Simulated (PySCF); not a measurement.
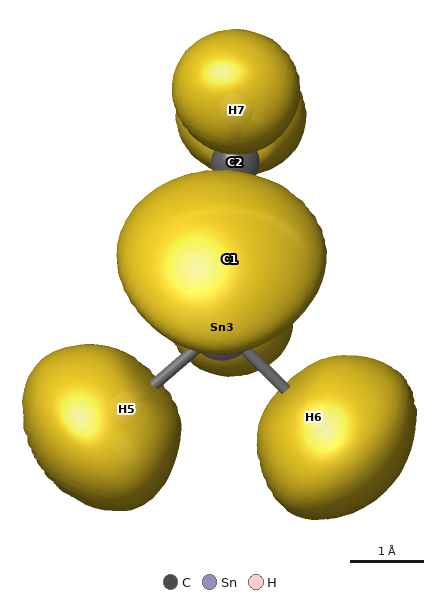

*C2H5Sn (charge −1). Isosurface of the ELF at 0.85 (yellow), seen at an oblique angle. Only the valence region is drawn (cores and ρ < 0.01 e/Å³ removed).*

Geometry: PBE0-D3(BJ)/def2-SVPD; core potentials replace the inner electrons of Sn.

The calculation used Gaussian-basis quantum chemistry of an isolated molecule with PySCF, energy and nuclear gradient, functional PBE0 in PySCF 2.14.0.

The calculation's input:

```
from pyscf import gto, dft

mol = gto.M(
    atom=[
    ('C', (0.343071, -0.006323, -0.361799)),
    ('C', (0.879347, 1.194861, -0.618206)),
    ('Sn', (-1.854387, -0.448834, -0.447432)),
    ('H', (1.960858, 1.395635, -0.571018)),
    ('H', (-1.595428, -1.987012, -1.360131)),
    ('H', (-1.820629, -1.345523, 1.121294)),
    ('H', (0.252057, 2.053460, -0.893267)),
    ('H', (1.051800, -0.806069, -0.094251)),
],
    ecp={'Sn': 'def2-svp'},
    basis='def2-tzvpd',
    charge=-1,
    max_memory=3720,
    verbose=3,
)

calc0 = dft.RKS(mol)
calc0.xc = 'pbe0'
calc0 = calc0.density_fit(auxbasis='def2-universal-jkfit')
calc0.max_cycle = 100
calc0.conv_tol = 1e-09
calc0.grids.level = 3
calc0.kernel()
if not calc0.converged:
    calc0 = calc0.newton().run(calc0.mo_coeff, calc0.mo_occ)

etot = calc0.e_tot
print('E = %.10f Eh' % etot)
grad = calc0.nuc_grad_method().kernel()
dip = calc0.dip_moment()
pop, q = calc0.mulliken_pop()
```

Launched as:

```sh
OMP_NUM_THREADS=2 python calc.py
```

Question: What do the ELF domains correspond to?

Answer: At this value the surface marks out one region between bonded C–C atoms (shared pairs), five regions around hydrogen nuclei, one lobe of the valence shell of C pointing towards Sn (polar bonds) and one lobe on Sn, pointing away from the bonds (lone pairs). Along the contacts the grid gives the following. C–C (1.34 Å): the ELF peaks at about 0.95 between the atoms; a short, multiple covalent bond. C–Sn (2.24 Å): the ELF peaks at about 0.95 in the valence shell of C, 0.6 Å from its nucleus, and drops to about 0.15 between the two atoms.
